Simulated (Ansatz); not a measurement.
Band structure of Al2O3 (R3m, 5 atoms in the cell).

```
Al2O3
1.0
    1.52411     0.87994     5.85610
   -1.52411     0.87994     5.85610
    0.00000    -1.75989     5.85610
Al O
2 3
Direct
  0.80706   0.80706   0.80706
  0.30673   0.30673   0.30673
  0.97182   0.97182   0.97182
  0.41788   0.41788   0.41788
  0.19349   0.19349   0.19349
```

Method of the run: PBEsol, PAW files made with PBE (plane waves; Ansatz, a first-principles code).

Settings: kpoints.mp_grid.grid = 7 7 7; hamiltonian.xc = pbesol; hamiltonian.pseudopotentials = {kind: paw} (the program's default PAW files); scf.occupations.method = fixed; kpoints.band_path.path = [[0.0, 0.0, 0.0], [0.5, 0.0, 0.0], [0.5, 0.18171896, -0.18171896]]; kpoints.band_path.npoints = 8.

The starting cell comes from a database of computed structures (which also holds hypothetical and non-ambient phases and stackings), without a prior relaxation at this level. Its lattice was rescaled by a random factor within 2.5 % of one.

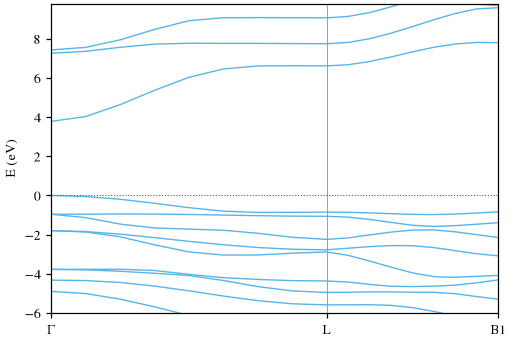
Figure: Bands along the path, energies from the top of the valence band on the path.

Q: Read off roughly the gap and where its edges lie.

A: The gap along the path is about 3.8 eV (computed: 3.78 eV), direct at Γ to within 0.01 eV.

Levels in eV from the top of the valence band on the path, bands 9 to 16:
```json
[
 {"point": "Γ", "9": "-1.79", "10": "-0.96", "11": "-0.96", "12": "0.00", "13": "3.78", "14": "7.26", "15": "7.43", "16": "12.04"},
 {"point": "L", "9": "-2.78", "10": "-2.24", "11": "-1.06", "12": "-0.85", "13": "6.61", "14": "7.75", "15": "9.07", "16": "11.12"},
 {"point": "B1", "9": "-3.08", "10": "-2.15", "11": "-1.39", "12": "-0.83", "13": "7.80", "14": "9.58", "15": "9.70", "16": "11.17"}
]
```

Keys are those of Ansatz 0.2.
